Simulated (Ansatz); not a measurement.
```xyz
12

O    -0.4824    0.3209    1.7298
C    -0.4300    1.0591    0.5717
F     0.1492    2.2366    0.8835
O    -1.5691    1.1767   -0.0811
Al   -0.9957    0.4330   -1.6581
O     0.4666    0.4081   -0.3618
Sb    1.8493   -0.9401    0.3966
H    -1.3777   -0.0367    1.7830
H    -0.7389    1.4268   -2.8646
H    -1.4566   -1.0753   -1.8852
H     2.7096    0.2997    1.2132
H     2.8020   -0.6948   -1.0158
```

Core potentials replace the inner electrons of Sb.

These are results of Ansatz, RKS PBE0/def2-SVP, not measurements.

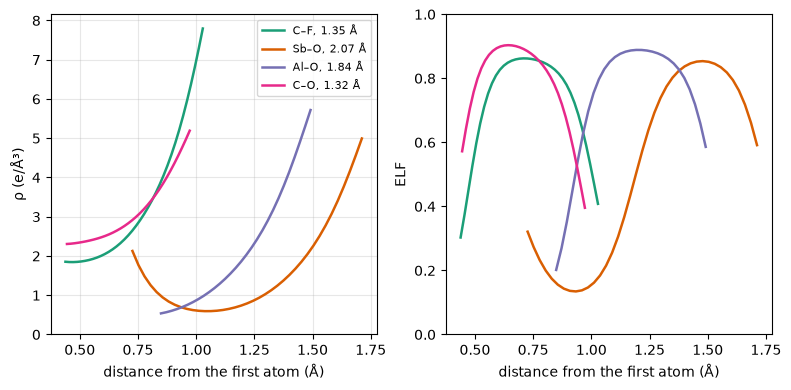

CH5AlFO3Sb. Electron density and ELF along straight lines between neighbouring atoms. The curves leave out the atomic cores.

Q: What can be read from the curves?

A: C–F (1.35 Å): ρ is about 2.3 e/Å³ halfway, with its minimum of 1.8 e/Å³ about 0.5 Å from C; the ELF peaks at about 0.85 between the atoms, as expected for a polar covalent bond.
Sb–O (2.07 Å): the density is about 0.59 e/Å³ at the midpoint; the ELF peaks at about 0.85 in the valence shell of O, 0.6 Å from its nucleus, and drops to about 0.15 between the two atoms.
Al–O (1.84 Å): ρ at the midpoint is about 0.65 e/Å³; the ELF peaks at about 0.90 in the valence shell of O, 0.6 Å from its nucleus, and is about 0.45 at the midpoint.
C–O (1.32 Å): ρ is about 2.6 e/Å³ halfway; the ELF peaks at about 0.90 between the atoms; a polar covalent bond.
